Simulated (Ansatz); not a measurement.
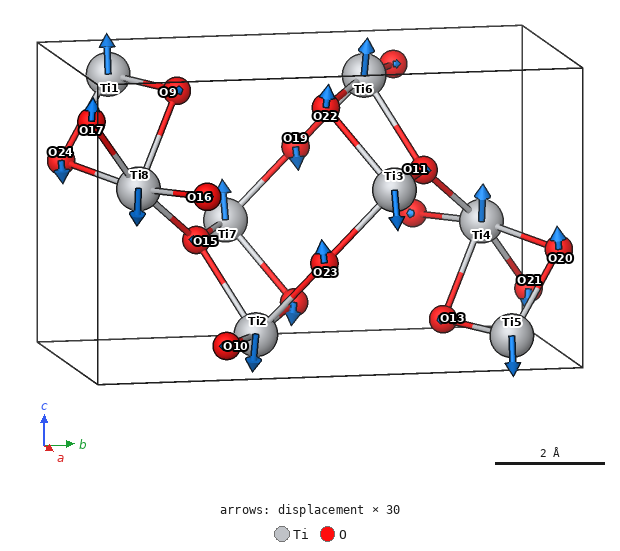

This is a relaxation of crystalline TiO₂ (a generated structure, set up in Pbca). The starting structure is drawn; blue arrows show the displacements, 30 times their true length.

The picture is a ball-and-stick view of the cell of the calculation, seen slightly off an axis.

Method: DFT, PBE, plane-wave PAW, default files, scalar-relativistic, frozen cores in Ansatz. (plane-wave cutoff 420 eV; k-point mesh 5 × 3 × 5; occupations fermi dirac; smearing width 0.02 eV; no spin polarisation; potentials kind: paw, frozen_core: stored; atoms relaxed in a fixed cell; force threshold 0.02 eV/Å; at most 60 steps)

**Which element moves most?**

Titanium: up to 0.026 Å, against 0.016 Å for oxygen.

**What happened in the run?**

The largest moves, 0.026 Å, are those of Ti atoms. By element the largest moves are Ti 0.026 Å, O 0.016 Å. The lattice vectors keep their values. Some distances before and after: O–Ti 2.025 → 2.056 Å, Ti–Ti 3.109 → 3.137 Å, O–Ti 1.884 → 1.857 Å, Ti–Ti 2.962 → 2.938 Å. The space group stays Pbca (No. 61). The energy falls by 1.1 meV per atom in 4 geometry steps. Largest force component: 0.21 eV/Å at the start, 0.01 eV/Å at the end. The run took 31 s on 4 threads of Intel(R) Xeon(R) Platinum 8488C (Sapphire Rapids) (shared host), peak memory 1.3 GiB.
